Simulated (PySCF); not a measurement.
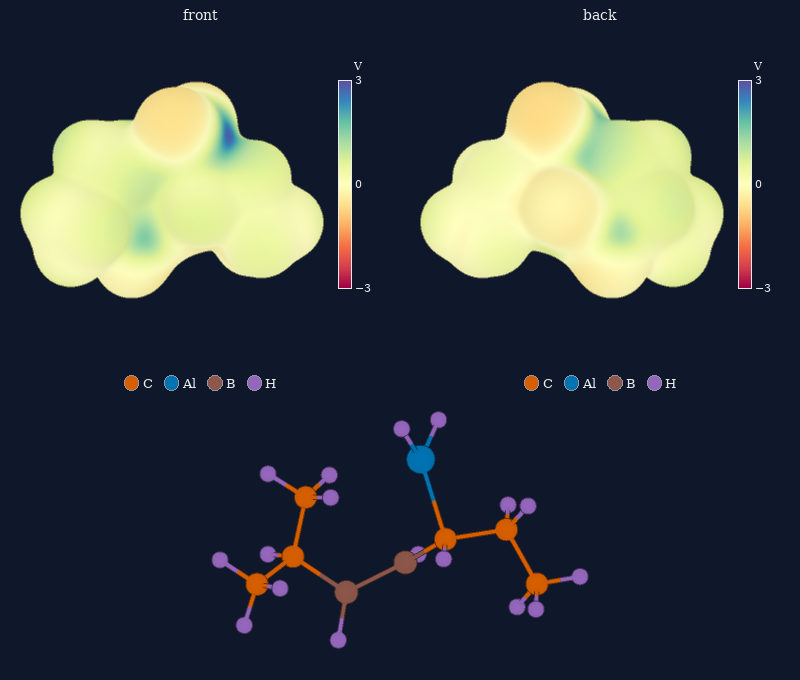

*C₆H₁₇AlB₂. The molecular electrostatic potential painted on the density surface at 0.002 e/bohr³, seen from the front and from behind; the colour scale runs from red (negative) to blue (positive). The bare structure is drawn below in the same view.*

Geometry: GFN2-xTB.

Method: PBE0/pcSseg-1, SCF density, gas phase, non-relativistic (PySCF).

Input

```
{"job": {"kind": "nmr", "xc": "PBE0", "basis": "pcSseg-1"}, "charge": 0, "multiplicity": 1}
C     -3.539666     0.981975    -0.427480
C     -2.794371    -0.311588    -0.114109
C     -1.313858    -0.048206     0.236885
Al    -0.709161    -1.964292     0.501881
B     -0.367625     0.434817    -0.884013
B      1.066000     1.177224    -0.624419
C      2.366047     0.348578    -0.200033
C      2.071032    -1.049350     0.344823
C      3.255774     1.096047     0.803137
H     -3.500158     1.658799     0.424378
H     -3.077254     1.478318    -1.277807
H     -4.584944     0.784199    -0.660789
H     -3.301466    -0.824069     0.717166
H     -2.851181    -0.975457    -0.986074
H     -1.250056     0.501150     1.186667
H     -0.220703    -2.606096     1.826751
H     -1.158177    -3.001334    -0.562647
H     -0.698707     0.155514    -1.986986
H      1.256031     2.328565    -0.781323
H      2.952862     0.225896    -1.121961
H      2.985399    -1.599918     0.567424
H      1.484658    -1.641910    -0.374895
H      1.483445    -0.975370     1.268135
H      4.155421     0.525243     1.031096
H      3.554448     2.062013     0.404780
H      2.715165     1.261865     1.732529
```

Run with:

```sh
OMP_NUM_THREADS=1 python probes_run.py task.json out
```

**Describe the electrostatic potential map.**

The most negative region (about −0.6 V) lies over H17, the most positive (about +2.3 V) over Al4.
